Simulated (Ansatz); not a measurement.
# ClHSZn···HCl: what the fields show

```xyz
6

Zn   -0.9444    0.1200   -0.6284
Cl    0.2058   -0.1639    2.5923
Cl    0.7539   -0.0304   -1.8690
S    -2.8945    0.2808    0.4863
H    -3.1105   -1.0635    0.3311
H    -1.1092   -0.0159    2.3439
```

Not at a stationary point (largest force 0.9 eV/Å).

These are results of RKS PBE-D4/def2-SVP in Ansatz, not measurements.

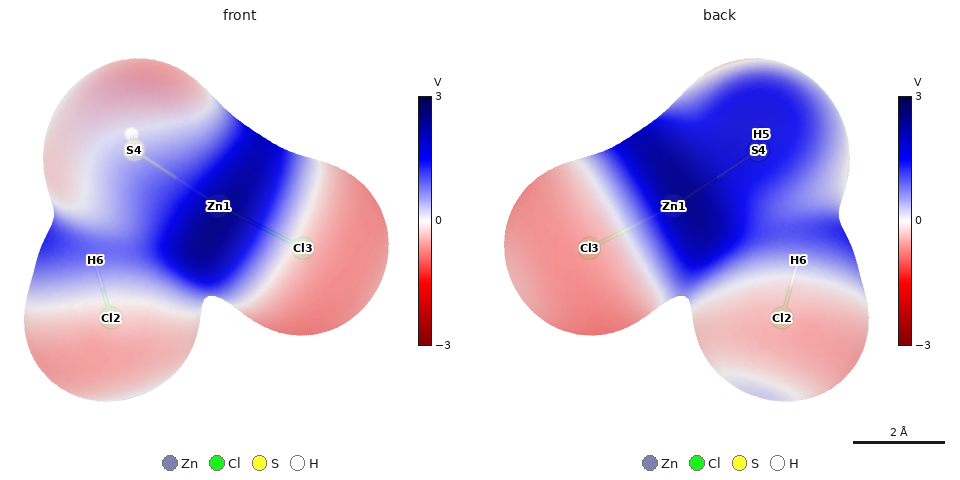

Figure 1. The molecular electrostatic potential painted on the density surface at 0.002 e/bohr³, seen from the front and from behind; red is negative and blue positive.

> Which sites attract a positive test charge, and which a negative one?

A positive charge is drawn to the negative regions and a negative charge to the positive ones. The most negative region (about −0.7 V) lies over Cl3, the most positive (about +2.5 V) over Zn1. Cl2 shows a σ-hole: about +0.2 V at the tip opposite its bond, against about −0.2 V on its flanks.

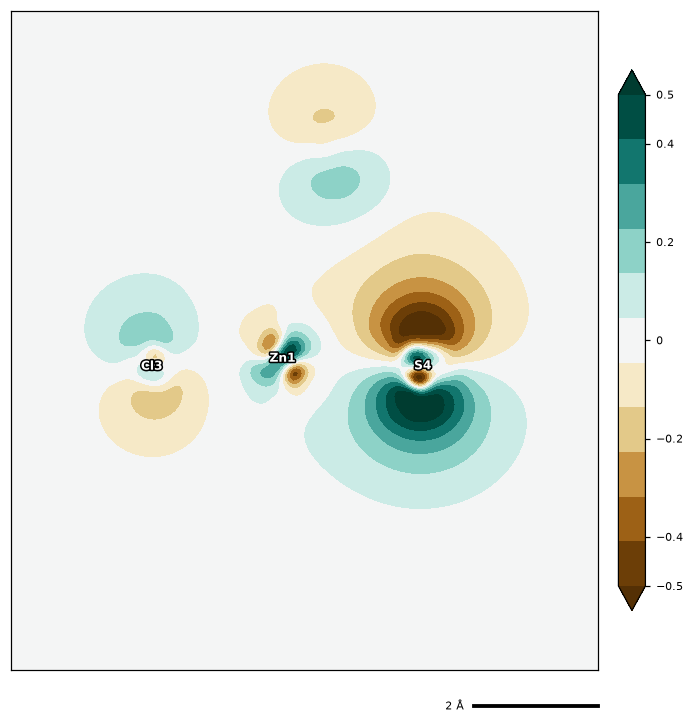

Figure 2. The HOMO on the plane of atoms Cl3, Zn1 and S4 (values in Å⁻³ᐟ²; the overall sign is arbitrary).

> What is the character of this orbital?

It lies mainly on S4 (about 80 %) and Zn1 (about 5 %); largely a lone pair of S4. Its energy is −6.55 eV.
